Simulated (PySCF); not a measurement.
# 1-Chloro-1-Fluoroethane: geometry, spin-spin couplings

Aim: predict the spin-spin couplings of 1-Chloro-1-Fluoroethane (`C[C@@H](F)Cl`).

Programs: PySCF 2.14.0, with density-fitted response routines of our own. Each step states its level of theory. These are calculated values for one molecule in the gas phase, unless marked as measured. Atoms are numbered from 0 throughout.

## Step 1: The molecule as given

8 atoms, charge 0, multiplicity 1; geometry from: MMFF94s.

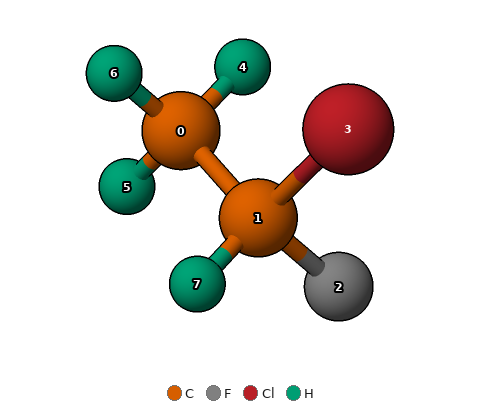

As it starts; carbon orange, fluorine grey, chlorine red, hydrogen teal, atoms numbered.

## Step 2: Optimising the geometry at PBE0-D3(BJ)/def2-SVP

What the job is given:

```
{"job": {"xc": "PBE0", "basis": "def2-SVP", "d3": "d3bj", "grid": 1, "kind": "geom"}, "charge": 0, "multiplicity": 1}
C     -0.787581    -0.116991    -0.011430
C      0.715481     0.016898     0.099776
F      1.298195    -0.845921    -0.773747
Cl     1.231436     1.669404    -0.285502
H     -1.126394     0.094087    -1.031306
H     -1.089253    -1.144472     0.216512
H     -1.304837     0.556468     0.678848
H      1.062954    -0.229475     1.106849
```

**Question.** This job is followed by: B3LYP/cc-pVTZ indirect spin-spin coupling, non-relativistic, gas phase; B3LYP/6-31G* indirect spin-spin coupling, non-relativistic, gas phase. What will the session give for the following? point group; rotational constants (main isotopes); largest coupling of the table (B3LYP/cc-pVTZ); range of J(C1,F2), mean over like pairs.

**Answer**, as computed:

```
                                     quantity                     value
                                  point group                        C1
         rotational constants (main isotopes)      9.10, 4.65, 3.33 GHz
largest coupling of the table (B3LYP/cc-pVTZ)  1J(C,F) C1–F2, -304.6 Hz
      range of J(C1,F2), mean over like pairs       -304.6 to -250.3 Hz
```

**Reading.** The optimisation took 3 steps and gained 0.018 eV; among the close pairs (by a distance rule), C1–Cl3 changed most, from 1.774 to 1.790 Å. Of the pairs tabulated at B3LYP/cc-pVTZ, C1–F2 couples most strongly (-304.6 Hz; Fermi contact -307.4 Hz). The coupling C1–F2, as a mean over pairs of its kind, runs from -304.6 Hz (B3LYP/cc-pVTZ) to -250.3 Hz (B3LYP/6-31G*). Couplings from bases without tight functions are rough.
